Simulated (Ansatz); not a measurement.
# AlCl2···HCl (doublet): what the fields show

Input

```
crystal:
  periodic: [false, false, false]
  atoms:
    - { symbol: Al, position_ang: [0.0, 0.0, -0.355429] }
    - { symbol: H, position_ang: [0.0, 0.0, 2.404801] }
    - { symbol: Cl, position_ang: [1.862202, 0.0, -1.366218] }
    - { symbol: Cl, position_ang: [-1.862202, 0.0, -1.366218] }
    - { symbol: Cl, position_ang: [0.0, 0.0, 3.743065] }
magnetization:
  spin_polarized: true
  initial_magnetization: 1
basis:
  gaussian: { orbitals: def2-SVP }
hamiltonian:
  xc: b3lyp
relax:
  f_tol: 0.03
  max_steps: 50
output:
  orbitals: {}
```

Launched as:

```sh
ansatz run input.yaml --threads 2 --pin off --max-ram 3072MiB --backend cpu --events-out ev --progress --plain --runs-dir out
```

The fields are those of the run's last geometry, not of the input's.

All numbers below come from UKS B3LYP/def2-SVP (Ansatz).

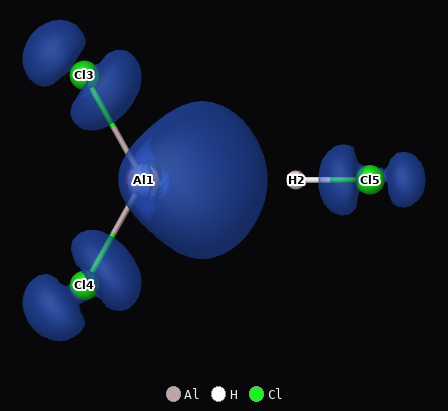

Figure 1. Isosurfaces of the spin density at +0.015 (blue) and −0.015 e/Å³ (red), seen across its widest extent.

Q: Describe the spin distribution.

A: The unpaired spin (1 electron) lies mostly on Al1 (about 0.7), Cl3 (about 0.1) and Cl4 (about 0.1), in electrons by Hirshfeld's partition.

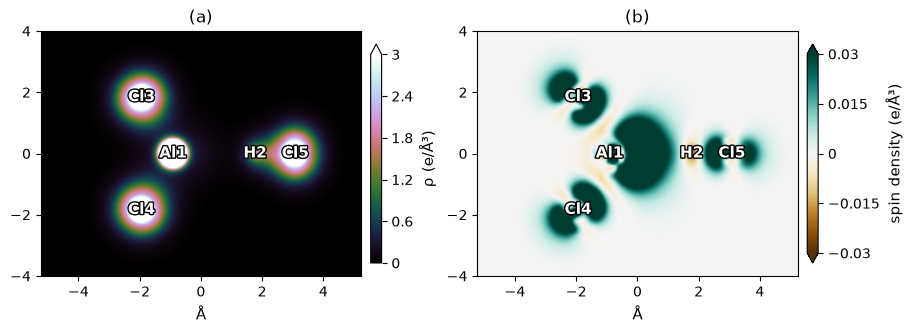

Figure 2. (a) electron density; (b) spin density on the molecular plane.

Q: Read the bonding off the picture.

A:
- The plane passes through Al, H and Cl nuclei.
- Al1···H2 (2.68 Å): the density falls to about 0.09 e/Å³ on the way.
- Al–Cl (2.11 Å): ρ is about 0.68 e/Å³ halfway.
- Cl–H (1.30 Å): the density is about 1.8 e/Å³ at the midpoint.

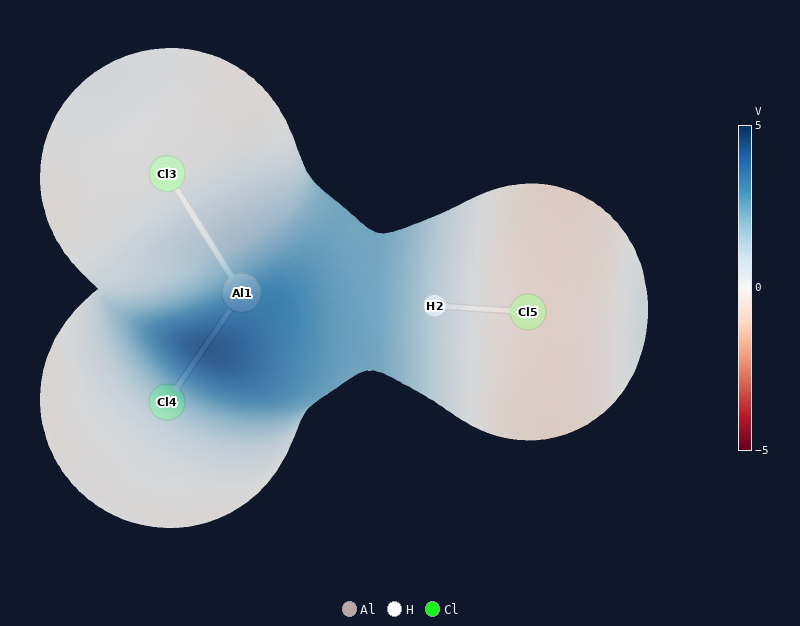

Figure 3. The electrostatic potential painted on the density surface at 0.004 e/bohr³, seen at a tilt; red is negative and blue positive.

Q: Where is the surface potential most negative and most positive?

A: The most negative region (about −0.6 V) lies over Cl5, the most positive (about +4.4 V) over Al1. Cl5 shows a σ-hole: about +0.6 V at the tip opposite its bond, against about −0.5 V on its flanks.
